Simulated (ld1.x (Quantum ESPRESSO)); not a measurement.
# Pseudopotential generation for Cu: RRKJ, PBEsol

Task: generate the file, and judge it by its errors in other configurations, its logarithmic derivatives, its ghosts and its cutoff.

The numbers are computed with ld1.x (Quantum ESPRESSO) 7.5 (PBEsol, scalar-relativistic, spin-unpolarised reference atom).

## Step 1: Settings

The settings as typed:

* element: copper (Cu, Z = 29)
* type: norm-conserving RRKJ (Kleinman–Bylander form)
* frozen core: [Ar]
* valence charge: 11
* reference configuration: 3d9 4s2 4p0
* partial waves: 4p (bound, empty): rc 2.40 bohr; 3d (bound): rc 1.36 bohr; 4s (bound): rc 1.84 bohr
* local potential: the s channel
* core correction: Bessel-smoothed model core inside 0.85 bohr

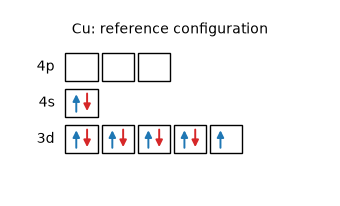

The outer shells as boxes. The arrows follow Hund's rule for the drawing; the calculation itself is spin-unpolarised.

## Step 2: Generation

The input, Cu.in:

```
 &input
   title='Cu', zed=29., rel=1, dft='PBESOL', iswitch=3,
   config='[Ar] 3d9 4s2 4p0',
   nld=3, rlderiv=2.60, eminld=-3.0, emaxld=5.0, deld=0.02
 /
 &inputp
   pseudotype=2, tm=.false., rho0=0.02, lloc=0,
   nlcc=.true., new_core_ps=.true., rcore=0.85,
   file_pseudopw='Cu.UPF', file_wfcaegen='ae.wfc', file_wfcncgen='nc.wfc', file_beta='beta', file_chi='chi'
 /
3
4P  2  1   0.00   0.00  2.40  2.40  0.0
3D  3  2   9.00   0.00  1.36  1.36  0.0
4S  1  0   2.00   0.00  1.84  1.84  0.0
 &test
   configts(1)='3d9 4s2 4p0'
 /
```

Run with:

```bash
$ ld1.x < Cu.in > Cu.out
```

The output, Cu.out (without the banner and most projector matrices):

```text
     Program LD1 v.7.5
     --------------------------- All-electron run ----------------------------

     Cu
     scalar relativistic calculation

     atomic number is 29.00
     dft =PBESOL   lsd =0 sic =0 latt =0  beta=0.20 tr2=1.0E-14
     Exchange-correlation= PBESOL
                           (   1   4  10   8   0   0   0)
     mesh =1199 r(mesh) = 100.25372 a.u. xmin = -7.00 dx = 0.01250
     1 Ry =  13.60569312 eV, c = 137.03599908

     n l     nl                  e(Ry)          e(Ha)          e(eV)
     1 0     1S 1( 2.00)      -650.3303      -325.1652     -8848.1949
     2 0     2S 1( 2.00)       -78.4411       -39.2206     -1067.2459
     2 1     2P 1( 6.00)       -67.7778       -33.8889      -922.1643
     3 0     3S 1( 2.00)        -8.7979        -4.3989      -119.7012
     3 1     3P 1( 6.00)        -5.6717        -2.8358       -77.1668
     3 2     3D 1( 9.00)        -0.7016        -0.3508        -9.5458
     4 0     4S 1( 2.00)        -0.4286        -0.2143        -5.8314
     4 1     4P 1( 0.00)        -0.0834        -0.0417        -1.1347

     final scf error:  7.2E-15 reached in  32 iterations

     Etot =   -3306.836563 Ry,   -1653.418281 Ha,  -44991.803480 eV

     Ekin =    3355.723488 Ry,    1677.861744 Ha,   45656.943987 eV
     Encl =   -7955.520497 Ry,   -3977.760249 Ha, -108240.370520 eV
     Eh   =    1424.778840 Ry,     712.389420 Ha,   19385.103666 eV
     Exc  =    -131.818394 Ry,     -65.909197 Ha,   -1793.480614 eV

     normalization and overlap integrals

     s(1S/1S) =  1.000000  <r> =   0.0522  <r2> =    0.0037  r(max) =   0.0341
     s(2S/2S) =  1.000000  <r> =   0.2354  <r2> =    0.0654  r(max) =   0.1960
     s(2P/2P) =  1.000000  <r> =   0.2065  <r2> =    0.0523  r(max) =   0.1585
     s(3S/3S) =  1.000000  <r> =   0.7098  <r2> =    0.5825  r(max) =   0.6112
     s(3P/3P) =  1.000000  <r> =   0.7448  <r2> =    0.6559  r(max) =   0.6189
     s(3D/3D) =  1.000000  <r> =   0.9586  <r2> =    1.2501  r(max) =   0.5961
     s(4S/4S) =  1.000000  <r> =   2.7154  <r2> =    8.6447  r(max) =   2.1602
     s(4P/4P) =  1.000000  <r> =   4.3083  <r2> =   22.8730  r(max) =   3.1040

     ------------------------ End of All-electron run ------------------------

     --------------------- Generating NC pseudopotential ---------------------

      Generating local pot.: lloc=0, matching radius rcloc =   1.8400

      Computing core charge for nlcc:

       r > 0.86 : true rho core
      Core charge pseudized with two Bessel functions
      Integrated core pseudo-charge :  10.47

      Wfc   4P  rcut= 2.417  Estimated cut-off energy=       29.32 Ry
      This function has    0 nodes for 0 < r <    2.417

      Wfc   3D  rcut= 1.360  Estimated cut-off energy=      126.91 Ry
      This function has    0 nodes for 0 < r <    1.360

     ------------------- End of pseudopotential generation -------------------

     [... the all-electron block is printed once more ...]


     Computing logarithmic derivative in   2.58952
     Computing logarithmic derivative in   2.58952
     Computing the partial wave expansion
       no projector for channel:   0
     R is outside the sphere for l=    1 j= 0.00
     R is outside the sphere for l=    2 j= 0.00

     ---------------------- Testing the pseudopotential ----------------------

     Cu
     scalar relativistic calculation

     atomic number is 29.00   valence charge is 11.00
     dft =PBESOL   lsd =0 sic =0 latt =0  beta=0.20 tr2=1.0E-14
     mesh =1199 r(mesh) = 100.25372 xmin = -7.00 dx = 0.01250

     n l     nl             e AE (Ry)        e PS (Ry)    De AE-PS (Ry)
     3 2     3D   1( 9.00)       -0.70160       -0.70160        0.00000
     1 0     4S   1( 2.00)       -0.42860       -0.42860        0.00000
     2 1     4P   1( 0.00)       -0.08340       -0.08340        0.00000

     eps = 7.7E-15  iter = 13

     Etot =   -3306.836563 Ry,   -1653.418281 Ha,  -44991.803480 eV
     Etotps =  -119.428207 Ry,     -59.714104 Ha,   -1624.903537 eV

     Ekin =     124.247412 Ry,      62.123706 Ha,    1690.472153 eV
     Encl =    -143.295723 Ry,     -71.647861 Ha,   -1949.637631 eV
     Ehrt =      91.074478 Ry,      45.537239 Ha,    1239.131396 eV
     Ecxc =     -44.915223 Ry,     -22.457611 Ha,    -611.102737 eV
     (Ecc =     -23.513150 Ry,     -11.756575 Ha,    -319.912707 eV)
     Epseu=    -146.539151 Ry,     -73.269575 Ha,   -1993.766717 eV

     ---------------------- End of pseudopotential test ----------------------
```

Wall time 1.5 s (1 thread of Neoverse-V1, shared host). This counts the later configuration tests of the new file too.

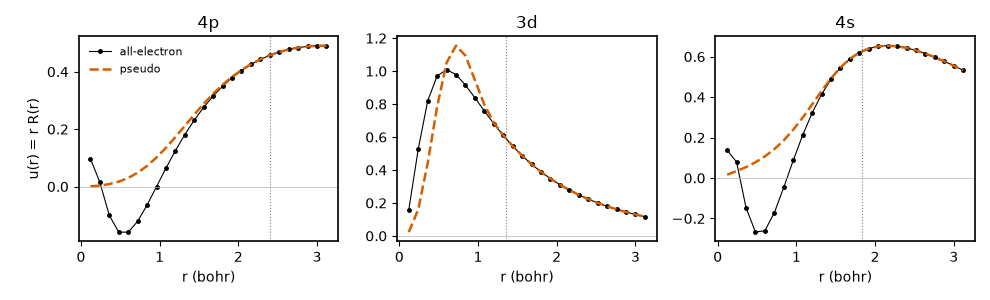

Bound waves of the atom and their pseudo partners (4p, 3d, 4s), with the matching radii dotted. The curves join 26 sampled radii, too few to resolve the innermost nodes.

## Step 3: Configuration tests

The input, Cu.test.in:

```
 &input
   title='Cu', zed=29., rel=1, dft='PBESOL', iswitch=2,
   config='[Ar] 3d9 4s2 4p0'
 /
 &test
   file_pseudo='Cu.UPF', nconf=8,
   configts(1)='3d9 4s2 4p0',
   configts(2)='3d10 4s1 4p0',
   configts(3)='3d10 4s0 4p0',
   configts(4)='3d9 4s0 4p0',
   configts(5)='3d10 4s0 4p1',
   configts(6)='3d9 4s1 4p0',
   configts(7)='3d9 4s1 4p1',
   configts(8)='3d10 4s0.5 4p0'
 /
```

Run with:

```bash
$ ld1.x < Cu.test.in > Cu.test.out
```

Cu.test.out, the pseudopotential blocks, each with the warnings that came before it:

```text
     Warning: n=3, l=2 expected 0 nodes, found 1
     ---------------------- Testing the pseudopotential ----------------------

     Cu
     scalar relativistic calculation

     atomic number is 29.00   valence charge is 11.00
     dft =PBESOL   lsd =0 sic =0 latt =0  beta=0.20 tr2=1.0E-14
     mesh =1199 r(mesh) = 100.25372 xmin = -7.00 dx = 0.01250

     n l     nl             e AE (Ry)        e PS (Ry)    De AE-PS (Ry)
     3 2     3D   1( 9.00)       -0.70160       -0.70160        0.00000
     1 0     4S   1( 2.00)       -0.42860       -0.42860        0.00000
     2 1     4P   1( 0.00)       -0.08340       -0.08340       -0.00000

     eps = 6.8E-15  iter = 15

     Etot =   -3306.836563 Ry,   -1653.418281 Ha,  -44991.803480 eV
     Etotps =  -119.428207 Ry,     -59.714103 Ha,   -1624.903531 eV

     Ekin =     124.247413 Ry,      62.123706 Ha,    1690.472167 eV
     Encl =    -143.295723 Ry,     -71.647862 Ha,   -1949.637634 eV
     Ehrt =      91.074478 Ry,      45.537239 Ha,    1239.131402 eV
     Ecxc =     -44.915223 Ry,     -22.457611 Ha,    -611.102738 eV
     (Ecc =     -23.513150 Ry,     -11.756575 Ha,    -319.912707 eV)
     Epseu=    -146.539152 Ry,     -73.269576 Ha,   -1993.766728 eV

     ---------------------- End of pseudopotential test ----------------------

     ---------------------- Testing the pseudopotential ----------------------

     Cu
     [...]
     n l     nl             e AE (Ry)        e PS (Ry)    De AE-PS (Ry)
     3 2     3D   1(10.00)       -0.37181       -0.34963       -0.02218  !
     1 0     4S   1( 1.00)       -0.33866       -0.34533        0.00667  !
     2 1     4P   1( 0.00)       -0.04672       -0.04997        0.00324

     eps = 6.7E-15  iter = 23

     Etot =   -3306.982469 Ry,   -1653.491235 Ha,  -44993.788637 eV
     Etotps =  -119.557245 Ry,     -59.778623 Ha,   -1626.659192 eV
     dEtot_ae =      -0.145906 Ry
     dEtot_ps =      -0.129039 Ry,   Delta E=      -0.016868 Ry

     [...]
     ---------------------- End of pseudopotential test ----------------------

     ---------------------- Testing the pseudopotential ----------------------

     Cu
     [...]
     n l     nl             e AE (Ry)        e PS (Ry)    De AE-PS (Ry)
     3 2     3D   1(10.00)       -1.00265       -0.97141       -0.03124  !
     1 0     4S   1( 0.00)       -0.86543       -0.87505        0.00962  !
     2 1     4P   1( 0.00)       -0.46986       -0.47879        0.00894  !

     eps = 5.9E-15  iter = 14

     Etot =   -3306.386894 Ry,   -1653.193447 Ha,  -44985.685430 eV
     Etotps =  -118.953424 Ry,     -59.476712 Ha,   -1618.443778 eV
     dEtot_ae =       0.449668 Ry
     dEtot_ps =       0.474783 Ry,   Delta E=      -0.025115 Ry

     [...]
     ---------------------- End of pseudopotential test ----------------------

     ---------------------- Testing the pseudopotential ----------------------

     Cu
     [...]
     n l     nl             e AE (Ry)        e PS (Ry)    De AE-PS (Ry)
     3 2     3D   1( 9.00)       -2.17590       -2.17083       -0.00507  !
     1 0     4S   1( 0.00)       -1.62772       -1.63185        0.00412
     2 1     4P   1( 0.00)       -1.11166       -1.11460        0.00294

     eps = 1.3E-15  iter = 15

     Etot =   -3304.820424 Ry,   -1652.410212 Ha,  -44964.372515 eV
     Etotps =  -117.409227 Ry,     -58.704613 Ha,   -1597.433907 eV
     dEtot_ae =       2.016139 Ry
     dEtot_ps =       2.018980 Ry,   Delta E=      -0.002841 Ry

     [...]
     ---------------------- End of pseudopotential test ----------------------

     ---------------------- Testing the pseudopotential ----------------------

     Cu
     [...]
     n l     nl             e AE (Ry)        e PS (Ry)    De AE-PS (Ry)
     3 2     3D   1(10.00)       -0.52760       -0.49761       -0.02999  !
     1 0     4S   1( 0.00)       -0.44536       -0.44995        0.00459
     2 1     4P   1( 1.00)       -0.12525       -0.12726        0.00200

     eps = 3.4E-15  iter = 23

     Etot =   -3306.675972 Ry,   -1653.337986 Ha,  -44989.618536 eV
     Etotps =  -119.247712 Ry,     -59.623856 Ha,   -1622.447773 eV
     dEtot_ae =       0.160590 Ry
     dEtot_ps =       0.180495 Ry,   Delta E=      -0.019904 Ry

     [...]
     ---------------------- End of pseudopotential test ----------------------

     ---------------------- Testing the pseudopotential ----------------------

     Cu
     [...]
     n l     nl             e AE (Ry)        e PS (Ry)    De AE-PS (Ry)
     3 2     3D   1( 9.00)       -1.38821       -1.38484       -0.00337
     1 0     4S   1( 1.00)       -0.99845       -0.99941        0.00096
     2 1     4P   1( 0.00)       -0.56024       -0.56086        0.00061

     eps = 1.6E-15  iter = 16

     Etot =   -3306.129453 Ry,   -1653.064727 Ha,  -44982.182763 eV
     Etotps =  -118.720653 Ry,     -59.360327 Ha,   -1615.276779 eV
     dEtot_ae =       0.707110 Ry
     dEtot_ps =       0.707553 Ry,   Delta E=      -0.000444 Ry

     [...]
     ---------------------- End of pseudopotential test ----------------------

     ---------------------- Testing the pseudopotential ----------------------

     Cu
     [...]
     n l     nl             e AE (Ry)        e PS (Ry)    De AE-PS (Ry)
     3 2     3D   1( 9.00)       -0.85280       -0.85302        0.00022
     1 0     4S   1( 1.00)       -0.52567       -0.52601        0.00034
     2 1     4P   1( 1.00)       -0.15459       -0.15458       -0.00001

     eps = 4.5E-15  iter = 20

     Etot =   -3306.478046 Ry,   -1653.239023 Ha,  -44986.925617 eV
     Etotps =  -119.069489 Ry,     -59.534744 Ha,   -1620.022925 eV
     dEtot_ae =       0.358516 Ry
     dEtot_ps =       0.358718 Ry,   Delta E=      -0.000202 Ry

     [...]
     ---------------------- End of pseudopotential test ----------------------

     ---------------------- Testing the pseudopotential ----------------------

     Cu
     [...]
     n l     nl             e AE (Ry)        e PS (Ry)    De AE-PS (Ry)
     3 2     3D   1(10.00)       -0.67206       -0.64573       -0.02633  !
     1 0     4S   1( 0.50)       -0.59247       -0.60067        0.00820  !
     2 1     4P   1( 0.00)       -0.24447       -0.25056        0.00609  !

     eps = 8.7E-15  iter = 13

     Etot =   -3306.750637 Ry,   -1653.375319 Ha,  -44990.634404 eV
     Etotps =  -119.321663 Ry,     -59.660832 Ha,   -1623.453933 eV
     dEtot_ae =       0.085926 Ry
     dEtot_ps =       0.106544 Ry,   Delta E=      -0.020618 Ry

     [...]
     ---------------------- End of pseudopotential test ----------------------
```

Excitation and ionisation energies from 3d9 4s2 4p0, with the error of the potential.

```csv
valence configuration,charge,ΔE all-electron (eV),error AE − PS (meV)
3d10 4s1 4p0,0,-1.985,-230
3d10 4s0 4p0,+1,6.118,-342
3d9 4s0 4p0,+2,27.431,-39
3d10 4s0 4p1,0,2.185,-271
3d9 4s1 4p0,+1,9.621,-6.0
3d9 4s1 4p1,0,4.878,-2.7
3d10 4s0.5 4p0,+0.5,1.169,-281
```

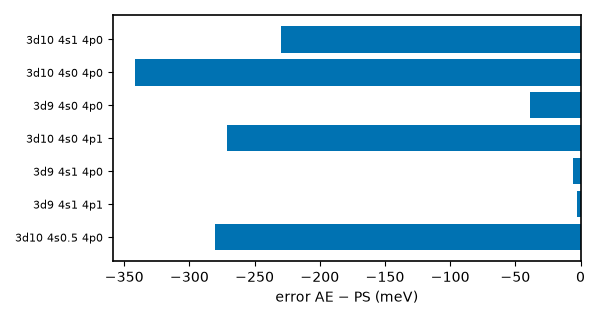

Error of the potential in each test configuration.

## Step 4: Scattering by logarithmic derivatives

Taken from the files of the generation run. The phase is arctan(r·u′/u) with u = r·R, unwrapped, with energies in Ry. A pole is an energy at which the radial function vanishes at the test radius. The pseudo phase is shifted by a multiple of π to meet the all-electron one at the reference energy. Levels narrower than the energy grid can be missing from the poles. The last column is the largest difference on the grid between −1 and +1 Ry.

| channel | radius (bohr) | reference (Ry) | poles AE | poles PS | window around the reference with phases within 0.05 rad (Ry) | largest difference near zero (rad) |
| --- | --- | --- | --- | --- | --- | --- |
| s | 2.59 | -0.43 | 1.09 | 1.06 | below 2.9 | 0.004 |
| p | 2.59 | -0.08 | 2.14 | 2.13 | the whole range | 0.001 |
| d | 2.59 | -0.70 | -0.62, 4.05 | -0.62 | below 0.6 | 0.084 |

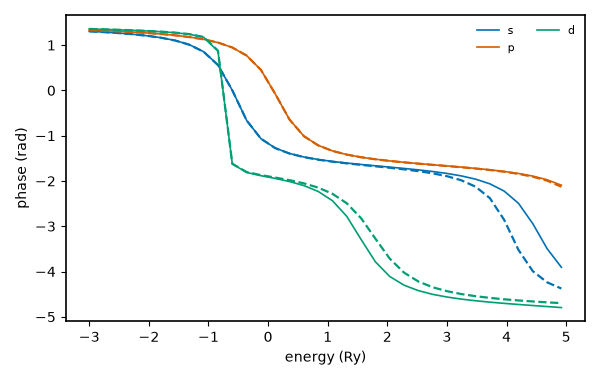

All-electron (solid) and pseudo (dashed) phases against energy.

## Step 5: Cutoff and ghost test in a Bessel basis

This step uses the generator's waves and projectors in a separate script. Basis: spherical Bessel functions vanishing at 20 bohr, q² up to the cutoff; potential fixed at the reference.

All-electron valence levels (Ry): 4p -0.0834, 3d -0.7016, 4s -0.4286. The lowest levels of each channel (Ry) by cutoff; the last column sums, over occupied levels, occupation times the distance from the level at 400 Ry. A positive value at high cutoff is not a bound level.

```
cutoff (Ry)     p #1     d #1     s #1    f #1  Σ f·Δε (mRy)
          8  -0.0788   0.0657  -0.4200  0.1142        6923.2
         15  -0.0828   0.0657  -0.4257  0.1142        6911.8
         21  -0.0833   0.0657  -0.4270  0.1142        6909.0
         35  -0.0834   0.0655  -0.4285  0.1142        6904.4
         45  -0.0834   0.0643  -0.4285  0.1142        6893.8
         60  -0.0834  -0.4140  -0.4286  0.1142        2588.6
         80  -0.0834  -0.6764  -0.4286  0.1142         227.3
        100  -0.0834  -0.7006  -0.4286  0.1142           8.9
        110  -0.0834  -0.7007  -0.4286  0.1142           8.2
        140  -0.0834  -0.7015  -0.4286  0.1142           1.2
        160  -0.0834  -0.7016  -0.4286  0.1142           0.7
        200  -0.0834  -0.7016  -0.4286  0.1142           0.2
        400  -0.0834  -0.7016  -0.4286  0.1142           0.0
```

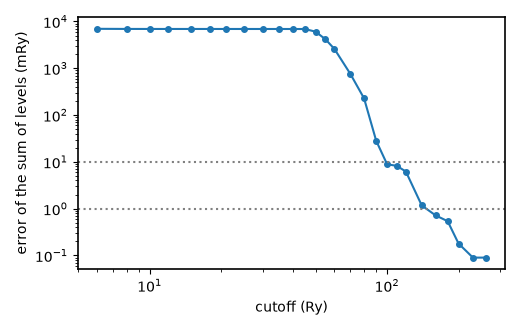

Occupation-weighted error of the valence levels against the cutoff; the dotted lines mark 10 and 1 mRy.

The sum stays within 10 mRy from 100 Ry and within 1 mRy from 160 Ry. The sum leaves out empty levels, which can need more. Ghost test: no level below the all-electron spectrum of its channel (p, d, s, f tested).

## Step 6: What came out

```
                                                quantity                       value
               cutoffs for 10 and 1 mRy, occupied levels           100 Ry and 160 Ry
                                            bound ghosts                  none found
                            largest test error (AE − PS)  -342 meV, for 3d10 4s0 4p0
largest phase difference near zero energy, channels read                   0.084 rad
```

**Reading.** The worst unpolarised test, 3d10 4s0 4p0, is off by 342 meV on 6.1 eV; by total energies transferability rates as poor. It counts as hard, with 100 Ry needed at the looser tolerance. The slowest occupied level is 3d: taken alone it needs 100 Ry to come within 1 mRy, against 25 Ry for 4s. It is free of bound ghosts as far as tested. Near zero energy the largest phase difference among the channels read is 0.08 rad, in the d channel. All of this concerns the isolated atom, not yet a solid.
